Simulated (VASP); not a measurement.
# MoS2 with PBEsol: from relaxation to properties, part 4 of 4

Wanted: the relaxed cell of MoS2 and its properties. The start is a cell from a database of measured crystal structures.

VASP 6.6.1; PBEsol; plane waves and PAW (Mo_sv, S).

So far, gap on the k-mesh (eV): step 2 (full relaxation (PBEsol)) 1.08; step 5 (total and projected DOS (PBEsol)) 0.935. The relaxed cell has a = 3.142, c = 18.576 Å (conventional setting).

## Step 6: Vibrations at Γ (PBEsol) (continued)

Parts of OUTCAR (step 6):

```text
   k-points           NKPTS =    417   k-points in BZ     NKDIM =    417   number of bands    NBANDS=     19

   NELECT =      26.0000    total number of electrons

  Total       -0.0179525     -0.0179525      0.0077408      0.0000000      0.0000000      0.0000000
  in kB       -0.5433075     -0.5433075      0.2342655      0.0000000      0.0000000      0.0000000
  external PRESSURE =      -0.2841165 kB  Pullay stress =       0.0000000 kB

 POSITION                                       TOTAL-FORCE (eV/Angst)
 -----------------------------------------------------------------------------------
      0.00000      0.00000      0.00184         0.000000     -0.000000     -0.000764
      0.00000     -0.00000      4.63620         0.000000      0.000000      0.000374
      0.00000      1.81407      1.56012         0.000000      0.000000      0.000390
 -----------------------------------------------------------------------------------
    total drift:                               -0.000000      0.000005      0.000090

 MACROSCOPIC STATIC DIELECTRIC TENSOR (including local field effects in DFT)
 ------------------------------------------------------
          15.036922     0.000000     0.000000
           0.000000    15.036922     0.000000
           0.000000     0.000000     6.505973
 ------------------------------------------------------

 PIEZOELECTRIC TENSOR (including local field effects)  for field in x, y, z        (C/m^2)
          XX          YY          ZZ          XY          YZ          ZX
  --------------------------------------------------------------------------------
  x     0.00000     0.00000     0.00000     0.49783     0.00000     0.02279
  y     0.49783    -0.49783     0.00000     0.00000     0.02279     0.00000
  z    -0.00506    -0.00506     0.06282    -0.00000     0.00000     0.00000

 BORN EFFECTIVE CHARGES (including local field effects) (in |e|, cummulative output)
 ---------------------------------------------------------------------------------
 ion    1
    1    -1.07484     0.00000    -0.00000
    2     0.00000    -1.07484    -0.00000
    3     0.00000    -0.00000    -0.67600
 ion    2
    1     0.54402     0.00000     0.00000
    2     0.00000     0.54402     0.00000
    3     0.00000     0.00000     0.37746
 ion    3
    1     0.53083     0.00000     0.00000
    2     0.00000     0.53083     0.00000
    3     0.00000     0.00000     0.29854

 Eigenvectors and eigenvalues of the dynamical matrix
 ----------------------------------------------------

   1 f  =   14.022058 THz    88.103188 2PiTHz  467.725502 cm-1    57.990545 meV
             X         Y         Z           dx          dy          dz
      0.000000  0.000000  0.001839     0.000000   -0.000000   -0.632918
      0.000000 -0.000000  4.636200    -0.000000    0.000000    0.557220
      0.000000  1.814073  1.560116    -0.000000    0.000000    0.537514

   2 f  =   12.222247 THz    76.794642 2PiTHz  407.690270 cm-1    50.547129 meV
             X         Y         Z           dx          dy          dz
      0.000000  0.000000  0.001839     0.000000    0.000000    0.008778
      0.000000 -0.000000  4.636200    -0.000000    0.000000    0.699386
      0.000000  1.814073  1.560116    -0.000000   -0.000000   -0.714690

   3 f  =   11.533065 THz    72.464382 2PiTHz  384.701624 cm-1    47.696901 meV
             X         Y         Z           dx          dy          dz
      0.000000  0.000000  0.001839    -0.633168   -0.000005    0.000000
      0.000000 -0.000000  4.636200     0.546837    0.000004    0.000000
      0.000000  1.814073  1.560116     0.547784    0.000004   -0.000000

   4 f  =   11.533065 THz    72.464382 2PiTHz  384.701624 cm-1    47.696901 meV
             X         Y         Z           dx          dy          dz
      0.000000  0.000000  0.001839     0.000005   -0.633168    0.000000
      0.000000 -0.000000  4.636200    -0.000004    0.546837   -0.000000
      0.000000  1.814073  1.560116    -0.000004    0.547784   -0.000000

   5 f  =    8.603913 THz    54.059980 2PiTHz  286.995649 cm-1    35.582909 meV
             X         Y         Z           dx          dy          dz
      0.000000  0.000000  0.001839    -0.000586   -0.000000    0.000000
      0.000000 -0.000000  4.636200     0.707380    0.000005   -0.000000
      0.000000  1.814073  1.560116    -0.706833   -0.000005    0.000000

   6 f  =    8.603913 THz    54.059980 2PiTHz  286.995649 cm-1    35.582909 meV
             X         Y         Z           dx          dy          dz
      0.000000  0.000000  0.001839    -0.000000    0.000586    0.000000
      0.000000 -0.000000  4.636200     0.000005   -0.707380    0.000000
      0.000000  1.814073  1.560116    -0.000005    0.706833   -0.000000

   7 f/i=    0.000709 THz     0.004454 2PiTHz    0.023644 cm-1     0.002931 meV
             X         Y         Z           dx          dy          dz
      0.000000  0.000000  0.001839     0.000000   -0.000000   -0.774169
      0.000000 -0.000000  4.636200     0.000000   -0.000000   -0.447622
      0.000000  1.814073  1.560116     0.000000   -0.000000   -0.447545

   8 f/i=    0.003519 THz     0.022108 2PiTHz    0.117370 cm-1     0.014552 meV
             X         Y         Z           dx          dy          dz
      0.000000  0.000000  0.001839    -0.765375   -0.115324   -0.000000
      0.000000 -0.000000  4.636200    -0.442866   -0.066730   -0.000000
      0.000000  1.814073  1.560116    -0.442575   -0.066686   -0.000000

   9 f/i=    0.003519 THz     0.022108 2PiTHz    0.117370 cm-1     0.014552 meV
             X         Y         Z           dx          dy          dz
      0.000000  0.000000  0.001839    -0.115324    0.765375   -0.000000
      0.000000 -0.000000  4.636200    -0.066730    0.442866   -0.000000
      0.000000  1.814073  1.560116    -0.066686    0.442575   -0.000000

 MACROSCOPIC STATIC DIELECTRIC TENSOR IONIC CONTRIBUTION
 ------------------------------------------------------
           0.188742     0.000000     0.000000
           0.000000     0.188742     0.000000
           0.000000     0.000000     0.051017
 ------------------------------------------------------

 ELASTIC MODULI CONTR FROM IONIC RELAXATION (kBar)
 Direction    XX          YY          ZZ          XY          YZ          ZX
 --------------------------------------------------------------------------------
 XX        -389.8601   -266.0777   -937.8594     -0.0000     11.1452      0.0000
 YY        -266.0777   -389.8601   -937.8594     -0.0000    -11.1452      0.0000
 ZZ        -937.8594   -937.8594  -2681.9029     -0.0000     -0.0000      0.0000
 XY          -0.0000     -0.0000     -0.0000    -61.8912      0.0000      9.3237
 YZ          11.1452    -11.1452     -0.0000      0.0000  -1404.6890      0.0000
 ZX           0.0000      0.0000      0.0000      9.3237      0.0000  -1153.4782
 --------------------------------------------------------------------------------

 PIEZOELECTRIC TENSOR IONIC CONTR  for field in x, y, z        (C/m^2)
          XX          YY          ZZ          XY          YZ          ZX
  --------------------------------------------------------------------------------
  x     0.00000     0.00000     0.00000     0.10158    -0.00000     0.00619
  y     0.10158    -0.10158     0.00000     0.00000     0.00543    -0.00000
  z     0.01195     0.01195     0.03446     0.00000     0.00000    -0.00000

[... 6 parts as in an earlier step ...]

[... 4 further parts left out ...]
```

Energies printed during the response cycles are not total energies of the cell.

Numbers from this step:

| Quantity | Value |
| --- | --- |
| bands | 19 |
| irreducible k-points | 417 |
| pressure of the cell | -0.02841 GPa |
| largest force of the cell | 7.64e-4 eV/Å |
| Fermi energy | 7.947 eV |
| valence top at k | 0, 0, 0.5 |
| conduction bottom at k | -0.1875, 0.1875, 0 |
| least direct gap at k | -0.3125, 0.3125, 0 |
| gap on the k-mesh | 0.9293 eV |
| least direct gap on the k-mesh | 1.900 eV |

Electronic dielectric tensor with local fields:

```
15.04  0.00  0.00
 0.00 15.04  0.00
 0.00  0.00  6.51
```

Ionic part of the static dielectric tensor:

```
0.1887 0.0000 0.0000
0.0000 0.1887 0.0000
0.0000 0.0000 0.0510
```

Born effective charge (e), principal values of the symmetric part by kind of site:

```csv
atom,atoms with these values,low,middle,high,mean
Mo1,1,-1.07,-1.07,-0.68,-0.94
S2,1,0.38,0.54,0.54,0.49
S3,1,0.30,0.53,0.53,0.45
```

In full for S3:

```
0.53 0.00 0.00
0.00 0.53 0.00
0.00 0.00 0.30
```

Lines of the infrared spectrum (strongest = 100):

```csv
position (cm⁻¹),lines merged,"squared mode dipole, relative"
287,2,0.0
385,2,100
408,1,0.1
468,1,20
```

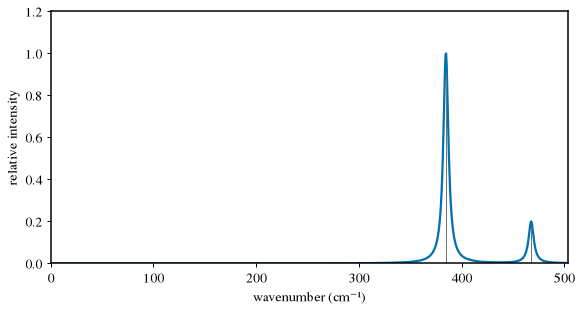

The infrared spectrum, broadened with Lorentzians of width 6 cm⁻¹; bars mark the lines.

Transverse limit, no LO-TO splitting. The modes at Γ (shares of kinetic energy by element, %):

```csv
mode,frequency (cm⁻¹),symmetry,IR,Mo %,S %
1,-0.1,acoustic,3.5e-9,60,40
2,-0.1,acoustic,3.5e-9,60,40
3,0.0,acoustic,1.1e-10,60,40
4,287.0,E,3.1e-6,0,100
5,287.0,E,3.1e-6,0,100
6,384.7,E,0.030,40,60
7,384.7,E,0.030,40,60
8,407.7,A1,6.9e-5,0,100
9,467.7,A1,0.012,40,60
```

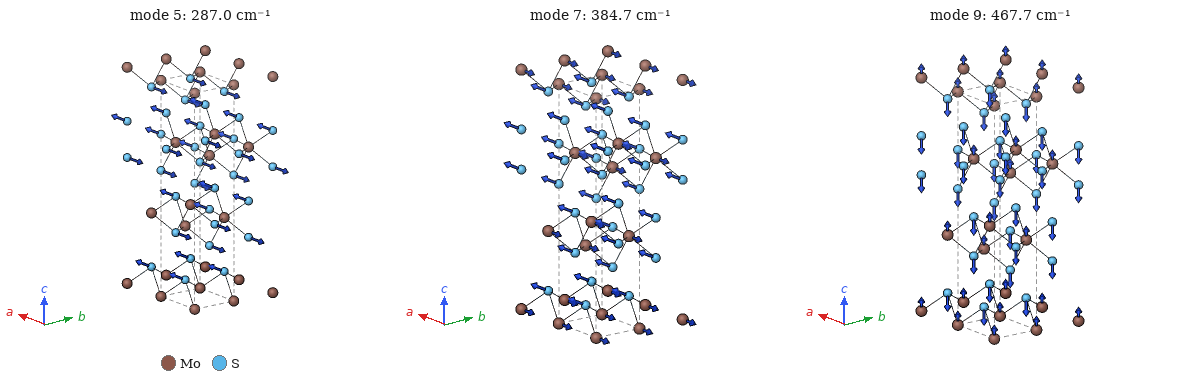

Displacement patterns of modes 5, 7 and 9 at Γ; arrows are exaggerated. Bonds to atoms that aren't drawn are left out. 2×2×1 conventional cells are drawn. Some periodic images of atoms are drawn too.

Piezoelectric tensor, ionic part (C/m²), by row:

```csv
field,xx,yy,zz,xy,yz,zx
x,0,0,0,0.1016,0,0.00619
y,0.1016,-0.1016,0,0,0.00543,0
z,0.01195,0.01195,0.03446,0,0,0
```

Piezoelectric tensor with clamped ions (C/m²), by row:

```csv
field,xx,yy,zz,xy,yz,zx
x,0,0,0,0.4978,0,0.02279
y,0.4978,-0.4978,0,0,0.02279,0
z,-0.00506,-0.00506,0.06282,0,0,0
```

The Born charges sum to zero; the printed set may have that rule imposed, so this is no test. Born charges and mode vectors give each infrared mode its dipole; summed over the modes, dipole squared over frequency squared adds 0.143 to the electronic 12.2, for a mean static constant of 12.3. By the characters of their eigenvectors the optical modes sort into (cm⁻¹) Raman active: E 287, E 385, A1 408, A1 468; infrared active: E 287, E 385, A1 408, A1 468.

## Step 7: Independent-particle dielectric function (PBEsol)

LOPTICS sums transitions from filled to empty bands. NBANDS is raised for it.

INCAR reads:

```
SYSTEM = MoS2
PREC = Accurate
ENCUT = 400
EDIFF = 1E-06
NELM = 100
ISMEAR = 0
SIGMA = 0.05
LREAL = .FALSE.
ALGO = Normal
GGA = PS
NBANDS = 37
LASPH = .TRUE.
LORBIT = 11
LWAVE = .FALSE.
LCHARG = .FALSE.
KPAR = 2
LOPTICS = .TRUE.
NEDOS = 1500
CSHIFT = 0.1
```

POSCAR reads:

```
MoS2
1.0
    1.5710333670      2.7211096120      0.0000000000
   -1.5710333670      2.7211096120      0.0000000000
    0.0000000000     -1.8140730746      6.1919625447
Mo S
1 2
Direct
    0.0000989742      0.0000989742      0.0002969225
    0.2495816124      0.2495816124      0.7487448373
    0.4173194134      0.4173194134      0.2519582402
```

KPOINTS reads:

```
Automatic mesh
0
Gamma
11 11 11
0 0 0
```

The projector-augmented-wave data sets are Mo_sv and S (PBE family, release 64).

Command:

```sh
mpirun -np 2 vasp_std
```

What it wrote:

```text
[... set-up lines as in an earlier step ...]
 entering main loop
       N       E                     dE             d eps       ncg     rms          rms(c)
DAV:   1     0.156962835096E+03    0.15696E+03   -0.10366E+04 10900   0.546E+02
DAV:   2    -0.198233397660E+02   -0.17679E+03   -0.16955E+03 12874   0.188E+02
DAV:   3    -0.248584708745E+02   -0.50351E+01   -0.49920E+01 13058   0.305E+01
DAV:   4    -0.248875031915E+02   -0.29032E-01   -0.29028E-01 12677   0.253E+00
DAV:   5    -0.248877415031E+02   -0.23831E-03   -0.23831E-03 12748   0.225E-01    0.260E+01
DAV:   6    -0.238132667428E+02    0.10745E+01   -0.60346E+00 12146   0.103E+01    0.908E+00
DAV:   7    -0.235787139460E+02    0.23455E+00   -0.26452E+00 11333   0.570E+00    0.652E+00
DAV:   8    -0.234506099573E+02    0.12810E+00   -0.49343E-01 11881   0.268E+00    0.121E+00
DAV:   9    -0.234475053415E+02    0.31046E-02   -0.19483E-02 12311   0.563E-01    0.328E-01
DAV:  10    -0.234474958407E+02    0.95008E-05   -0.38396E-04 12594   0.982E-02    0.170E-01
DAV:  11    -0.234475441485E+02   -0.48308E-04   -0.16340E-04 12522   0.445E-02    0.451E-02
DAV:  12    -0.234475483331E+02   -0.41847E-05   -0.16182E-05 12293   0.153E-02    0.211E-02
DAV:  13    -0.234475515684E+02   -0.32353E-05   -0.30988E-06 12207   0.758E-03    0.116E-02
DAV:  14    -0.234475517589E+02   -0.19044E-06   -0.29134E-07 10821   0.216E-03
   1 F= -.23447552E+02 E0= -.23447552E+02  d E =-.277426E-14
 optical routines
 imaginary and real dielectric function
 recalculating local potential from charge density
 direction            1
 direction            2
 direction            3
```

The job ended after 44 s (2 MPI ranks of Intel Xeon 6975P-C (Granite Rapids), shared host; peak memory 0.79 GiB).

Parts of OUTCAR (step 7):

```text
   k-points           NKPTS =    146   k-points in BZ     NKDIM =    146   number of bands    NBANDS=     37

   NELECT =      26.0000    total number of electrons

 E-fermi :   7.7709

 k-point     1 :       0.0000    0.0000    0.0000
  band No.  band energies     occupation
    ...
      9       4.2541      2.00000
     10       5.3895      2.00000
     11       5.3895      2.00000
     12       6.2718      2.00000
     13       6.3124      2.00000
     14       9.7054      0.00000
     15       9.7054      0.00000
     16      10.0924      0.00000
     17      10.0924      0.00000
     18      13.1557      0.00000
    ...

  Total       -0.0181273     -0.0181273      0.0101157     -0.0000000      0.0000000     -0.0000000
  in kB       -0.5485980     -0.5485980      0.3061362     -0.0000000      0.0000000     -0.0000000
  external PRESSURE =      -0.2636866 kB  Pullay stress =       0.0000000 kB

 POSITION                                       TOTAL-FORCE (eV/Angst)
 -----------------------------------------------------------------------------------
      0.00000      0.00000      0.00184         0.000000     -0.000000     -0.000777
      0.00000     -0.00000      4.63620         0.000000      0.000000      0.000333
      0.00000      1.81407      1.56012         0.000000      0.000000      0.000444
 -----------------------------------------------------------------------------------
    total drift:                               -0.000000      0.000005      0.000080

  FREE ENERGIE OF THE ION-ELECTRON SYSTEM (eV)
  ---------------------------------------------------
  free  energy   TOTEN  =       -23.4475517589 eV

  energy  without entropy=      -23.4475517589  energy(sigma->0) =      -23.44755176

 plasma frequency squared (from intraband transitions) (eV^2)
  --------------------------------------------------------------------------------------
       0.000       0.000       0.000
      -0.000       0.000       0.000
       0.000       0.000       0.000

[... 8 parts as in an earlier step ...]

[... 8 further parts left out ...]
```

These are independent-particle spectra without excitons or local fields, and fine structure depends on the mesh and on CSHIFT.

Numbers from this step:

- bands: 37
- irreducible k-points: 146
- Fermi energy: 7.771 eV
- pressure: -0.02637 GPa
- valence top at k: 0, 0, 0.4545
- conduction bottom at k: -0.1818, 0.1818, 0
- least direct gap at k: -0.3636, 0.3636, 0
- gap on the k-mesh: 0.9345 eV
- least direct gap on the k-mesh: 1.978 eV

The imaginary dielectric function has structure finer than the step of the table below, so its rows give means over 2 eV, whole bins alone (the curve runs from 0 to 25.0 eV). Peaks (eV: height): xx 2.0: 11.2, 2.8: 27.3, 10.2: 5.66; zz 5.2: 19.7, 9.7: 8.29.

Imaginary dielectric function against photon energy; means over each step:

```csv
photon energy (eV),xx,zz
2,10.4,1.67
4,16.3,7.76
6,8.39,13.0
8,3.40,6.40
10,4.48,6.73
12,3.96,3.74
14,2.35,2.13
16,1.33,1.08
18,0.687,0.539
20,0.365,0.354
22,0.241,0.223
```

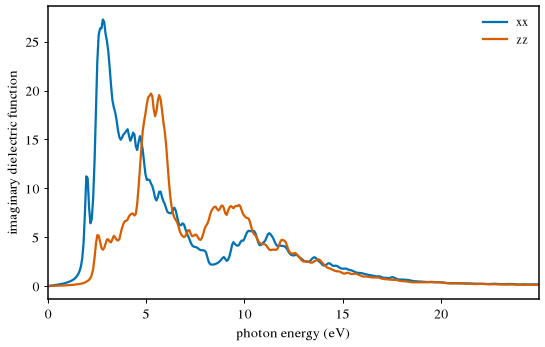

Imaginary dielectric function against photon energy.

The real dielectric function by photon energy:

```csv
photon energy (eV),xx,zz
0,15.9,9.89
2,22.6,12.3
4,3.40,12.9
6,-2.58,-4.93
8,-1.71,2.92
10,1.37,-2.40
12,-1.66,-2.17
14,-1.67,-2.43
16,-1.38,-1.52
18,-0.874,-0.918
20,-0.442,-0.448
22,-0.0946,-0.0971
24,0.129,0.109
```

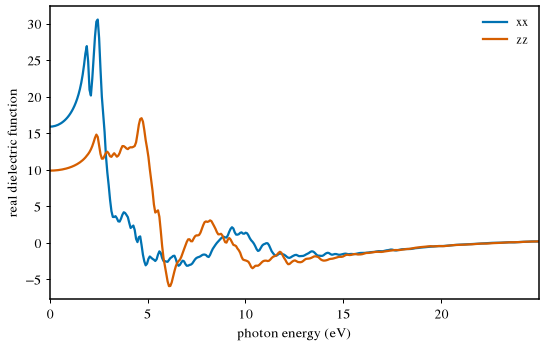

Real dielectric function, plotted against photon energy.

Its static limit, 13.9, stands beside 12.2 from the response with local fields; local fields, the finite band count and the meshes make the difference. This mesh misses the point of the least direct gap (1.80 eV in the band run), so the true onset lies lower. The mean of ε2 over directions passes 5 % of its top at 1.61 eV, against a least direct gap of 1.98 eV on this mesh; what lies under the gap is the tail of the broadening by CSHIFT. The indirect gap (0.92 eV in the band run) doesn't show, since phonons are left out.

## Step 8: Outcome

```
relaxed volume                                               : 17.65 Å³/atom
relaxed conventional cell a, b, c                            : 3.142, 3.142, 18.576 Å; angles 90.0, 90.0, 120.0°
space group after relaxing, within 0.02 Å                    : R3m (No. 160)
band gap                                                     : 0.925 eV, indirect (least direct gap of that run 1.80 eV)
gap among the points of the DOS mesh alone, an upper bound   : 0.935 eV
static dielectric constant from modes and Born charges, mean : 12.3
electronic dielectric constant, mean                         : 12.2
highest zone-centre mode                                     : 468 cm⁻¹
strongest peak of ε2, mean over directions                   : 2.8 eV
ε1 at zero frequency, no local fields, mean                  : 13.9
```

In words: With PBEsol, MoS2 relaxes to 17.65 Å³/atom in space group R3m (held by the symmetry of the run) and has an indirect gap of 0.925 eV. Against the listed cell the volume lies -0.5 % (a -0.6 %, c +0.7 %). Vibrations at Γ (PBEsol): The principal values of the ionic part of the static dielectric tensor are 0.0510, 0.1887 and 0.1887. Vibrations at Γ (PBEsol): Mean Born effective charge: Mo1 -0.94, S2 0.49, S3 0.45 e. Vibrations at Γ (PBEsol): The strongest infrared line lies at 385 cm⁻¹, followed by 468. Vibrations at Γ (PBEsol): The highest mode in this list at Γ, 467.7 cm⁻¹, has its largest share on S (60 % of the kinetic energy). Semilocal functionals usually underestimate gaps. Spin-orbit coupling is left out; it would split some degenerate bands. Modes at Γ alone can't show that the crystal is stable at other wave vectors, and the LO-TO splitting is not included. The bonds form layers, and without a dispersion term the spacing between them, and what depends on it, is unreliable. No search among competing phases was made, and a listed structure need not be the one stable at ambient conditions. All values are for a static lattice at zero temperature.

[Lines on the potential files, build, host, timing and source positions are cut from VASP's logs without a mark.]

[Logs are printed without paths, hosts, clocks, repeated set-up lines and the standing remarks that a program may print on its own settings, such as how far it seeks lower states.]

[Hosts, paths, dates, database ids (printed as entryN), source tags and the programs' standing remarks are cut or masked in the printed files.]

[A measured line is paired with the nearest computed mode of its activity, which favours agreement.]
